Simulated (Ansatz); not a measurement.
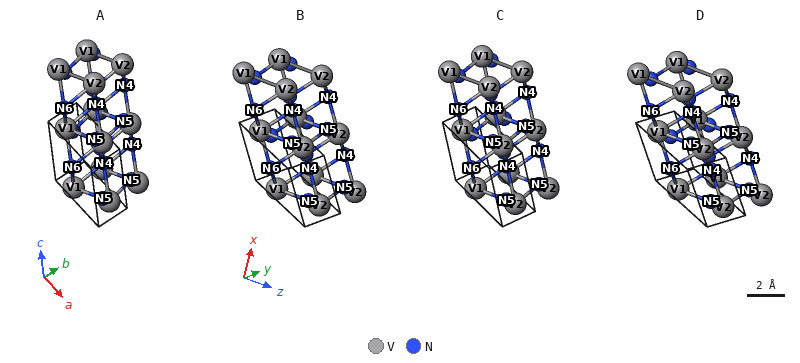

Energy scan for solid VN2 (I4/mcm), in which the ratio of the cell's length along z to its lengths across, counted as 1 for the reference, is changed at fixed volume (a c/a path), with the atoms kept at their fractional coordinates. x, y and z are the Cartesian axes of the input. The picture is a ball-and-stick view of the cell of the calculation, repeated 1 × 2 × 2 with one cell outlined, seen slightly off an axis.

The calculation used Ansatz, DFT PBE, scalar-relativistic, plane waves, PAW. (plane-wave cutoff 420 eV; k-point mesh 18 × 18 × 18; occupations gaussian; smearing width 0.15 eV; no spin polarisation). Energies (free energies at the smearing named) are counted from the relaxed crystal.

Question: Order these geometries by energy, lowest first.

Answer: Lowest first: C (the relative ratio 1.00, 0.0 meV/atom), B (the relative ratio 1.10, 63.7 meV/atom), D (the relative ratio 1.20, 247.3 meV/atom), A (the relative ratio 0.85, 280.6 meV/atom). Over the whole scan: the lowest computed point lies at the relative ratio 1.00 (0.0 meV/atom). The end points stand at 280.6 meV/atom (0.85) and 247.3 meV/atom (1.20). The distortion keeps the space group I4/mcm. At the relative ratio 1.20 the cell of the drawing goes a 3.930 → 4.010 Å, b 3.930 → 4.010 Å, c 3.930 → 4.010 Å, α 113.6° → 119.3°, β 113.6° → 119.3°, γ 101.6° → 91.2°.
